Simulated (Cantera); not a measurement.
Feed: 1 mol AlCl3, 3.1 mol N2O, a varied amount of N2, at 2048 K and 5.60 mbar.

Equilibrium computed with Cantera from the NASA thermochemical tables; the gas is ideal and each condensed phase is pure. Candidate condensed phases: Al, AlCl3, AlN, Al2O3; 24 gas species. The numbers say what is thermodynamically allowed, not how fast it happens.

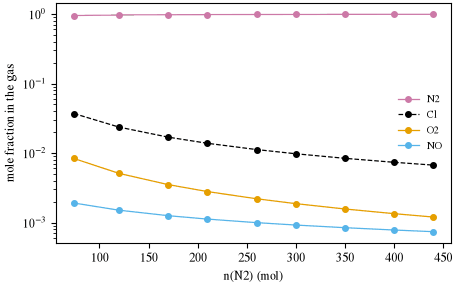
Fig. 1. Equilibrium gas composition (values under 1e-9 drawn at 1e-9)

Read off the mole fractions at 260 mol N2.

N2 about 0.98, Cl about 0.011, O2 about 0.0022, NO about 0.00100.
